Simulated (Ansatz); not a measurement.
Converging the k-point mesh: LuHg (P4mm, 2 atoms in the cell)

```yaml
crystal:
  lattice:
    - [3.62808, 0.00000, 0.00000]
    - [0.00000, 3.62808, 0.00000]
    - [0.00000, 0.00000, 3.62808]
  atoms:
    - { symbol: Lu, position: [0.50000, 0.50000, 0.51378] }
    - { symbol: Hg, position: [0.00000, 0.00000, 0.00000] }
```

Method of the run: LDA (PW92), default PAW files made with PBE (plane waves; Ansatz, a first-principles code).

Base settings: basis.ecutwfc = 30.9 Ry; kpoints.mp_grid.grid = 9 9 9; hamiltonian.xc = lda; hamiltonian.pseudopotentials = {kind: paw} (the program's default PAW files); scf.occupations.method = gaussian; scf.occupations.width = 0.0073 Ry.

Only quantities that move along the ladder and can be compared are tabulated.

The count of work is k-points × plane waves × bands × iterations; it is no time. Core times come from one kind of shared machine, to one figure; runs under 30 s give none.

The starting cell comes from a database of computed structures (which also holds hypothetical and non-ambient phases and stackings), without a prior relaxation at this level. Its lattice was rescaled by up to half a per cent. One atom was moved a little off its site on purpose. In the base run, with a pressure of about -5 GPa the cell is away from its equilibrium volume at this level. Ansatz's pressure includes its estimate of the finite-basis (Pulay) stress.

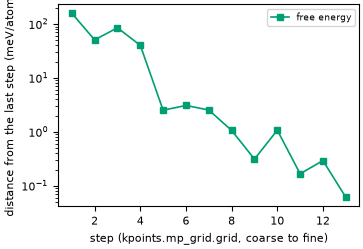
Figure: Distance from the last step along the ladder; very small values are drawn at a floor.

| kpoints.mp_grid.grid | free energy less the last step's (meV/atom) | pressure (GPa) | largest difference of a force vector from the last step's (eV/Å) | count of work / last | core time / last (rough) |
|---|---|---|---|---|---|
| 2 2 2 | -158.69 | -4.90 | 0.111 | 0.0041 | – |
| 3 3 3 | 50.82 | -5.99 | 0.008 | 0.0036 | – |
| 4 4 4 | 85.19 | -5.81 | 0.024 | 0.011 | – |
| 5 5 5 | 40.24 | -5.29 | 0.037 | 0.011 | – |
| 6 6 6 | -2.51 | -5.52 | 0.013 | 0.024 | – |
| 7 7 7 | -3.09 | -5.40 | 0.018 | 0.027 | – |
| 8 8 8 | 2.54 | -5.35 | 0.002 | 0.051 | – |
| 9 9 9 | -1.06 | -5.32 | 0.000 | 0.045 | – |
| 11 11 11 | -0.31 | -5.35 | 0.004 | 0.075 | – |
| 13 13 13 | 1.07 | -5.31 | 0.003 | 0.12 | 0.1 |
| 16 16 16 | -0.17 | -5.33 | 0.002 | 0.28 | 0.2 |
| 20 20 20 | -0.29 | -5.31 | 0.002 | 0.49 | 0.5 |
| 22 22 22 | 0.06 | -5.32 | 0.001 | 0.64 | 0.6 |
| 27 27 27 | 0.00 | -5.32 | 0.000 | 1.0 | 1 |

Coarsest kpoints.mp_grid.grid that holds the free energy within 2 meV/atom of the last step, with all finer ones: 9 9 9, at 0.045 of the last step's count of work; the step before is off by 2.5 meV/atom.

Coarsest kpoints.mp_grid.grid that holds the pressure within 0.1 GPa of the last step, with all finer ones: 7 7 7, at 0.027 of the last step's count of work; the step before is off by 0.20 GPa.

Coarsest kpoints.mp_grid.grid that holds the forces within 0.02 eV/Å of the last step, with all finer ones: 6 6 6, at 0.024 of the last step's count of work; the step before is off by 0.037 eV/Å.

Keys are those of Ansatz 0.2.
